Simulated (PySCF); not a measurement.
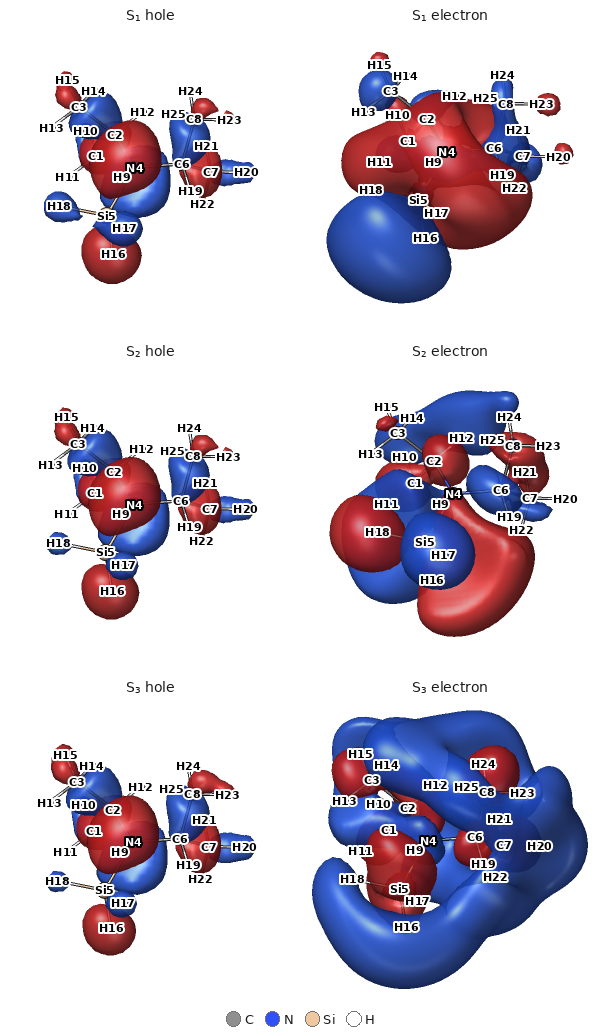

Figure. C₆H₁₇NSi, SMILES `CC(C)N([SiH3])C(C)C`. Leading natural transition orbitals (TDA singlet states).

Method: CAM-B3LYP/6-31G*; geometry: GFN2-xTB; program: PySCF. No frequency check shows the geometry to be a minimum. Without diffuse functions Rydberg states are missing, so the states' numbers hold for this basis only.

Input

```python
import numpy as np
from pyscf import gto, scf, dft, tdscf
from pyscf.scf import atom_ks, atom_hf
from scipy.linalg import block_diag

def solve(mol, dm0=None, hcore=None):
    mf = (dft.UKS if mol.spin else dft.RKS)(mol, xc='camb3lyp')
    mf.grids.level = 3
    mf = mf.density_fit(auxbasis='def2-universal-jkfit')
    mf.conv_tol, mf.max_cycle = 1e-8, 80
    if hcore is not None:
        mf.get_hcore = lambda *args: hcore
    mf.kernel(dm0)
    if not mf.converged:
        mf = mf.newton().run(mf.mo_coeff, mf.mo_occ, max_cycle=30)
    assert mf.converged, 'SCF not converged'
    return mf

mol = gto.M(atom='''
C     -1.59939     0.78684    -1.40002
C     -0.69431     0.96408    -0.18016
C     -1.49594     1.50035     1.00804
N      0.00150    -0.26297     0.17209
Si    -0.80595    -1.77034     0.32853
C      1.45066    -0.24166     0.09283
C      1.95945    -0.03459    -1.33729
C      2.06759     0.78017     1.05229
H     -1.03283     0.37305    -2.23049
H     -2.01265     1.74664    -1.70323
H     -2.41823     0.11093    -1.16976
H      0.05968     1.71539    -0.43647
H     -2.29151     0.80943     1.27044
H     -0.84782     1.62281     1.87182
H     -1.93670     2.46366     0.76078
H     -0.94061    -2.51935    -0.93548
H     -0.01110    -2.57080     1.26218
H     -2.14497    -1.54049     0.86868
H      1.78406    -1.23334     0.41582
H      3.04172    -0.13544    -1.36466
H      1.69892     0.95259    -1.71206
H      1.52240    -0.78228    -1.99510
H      3.14735     0.65418     1.07805
H      1.85201     1.80114     0.74704
H      1.67476     0.62633     2.05427
''', basis='6-31g*', charge=0, spin=0, verbose=4)
mf = solve(mol)
td = mf.TDA()
td.nstates, td.singlet, td.conv_tol = 6, True, 1e-5
td.kernel()
td.analyze()
x, y = np.array([p[0] for p in td.xy]), np.array([p[1] + 0 * p[0] for p in td.xy])
f, mu = td.oscillator_strength(), td.transition_dipole()
nto = [td.get_nto(state=i + 1, verbose=4) for i in range(len(td.e))]
# spherically averaged free atoms, for the promolecule
atm = atom_ks.get_atm_nrks(mol, xc='camb3lyp')
pro = block_diag(*[(atm[a[0]][2] * atm[a[0]][3]) @ atm[a[0]][2].T for a in mol._atom])
np.savez('result.npz', e=td.e, f=f, ok=td.converged, w=[n[0] for n in nto], nto=[n[1] for n in nto], x=x, y=y, c=mf.mo_coeff, occ=mf.mo_occ, eps=mf.mo_energy, pro=pro, mu=mu)
```

Command:

```sh
OMP_NUM_THREADS=1 python input.py
```

The run took 4.5 min on 1 thread of AMD EPYC 9R45 96-Core Processor (Zen 5), on a shared host, peak memory 1 GiB.

Q: Describe these excited states.

A: By state:
- S₁: 6.17 eV (201 nm), f = 0.009; the leading pair carries 100 %; hole on N4 (52 %), Si5 (10 %) and H16 (6 %), electron on Si5 (47 %), N4 (9 %) and H16 and H17 (7 % each); their centroids lie 1.5 Å apart.
- S₂: 7.07 eV (175 nm), f = 0.000 (very weak); the leading pair carries 100 %; hole on N4 (53 %), Si5 (9 %) and C2 and C6 (6 % each), electron on Si5 (38 %), H17 and H18 (8 % each) and H16 (7 %); their centroids lie 1.1 Å apart.
- S₃: 7.65 eV (162 nm), f = 0.003, partly diffuse acceptor orbital, which a basis without diffuse functions describes poorly; the leading pair carries 99 %; hole on N4 (51 %), Si5 (9 %) and C2 and C6 (6 % each), electron on Si5 (13 %), H12 (13 %) and C2 (8 %) (atom shares of so diffuse an orbital are rough); their centroids lie 0.9 Å apart.
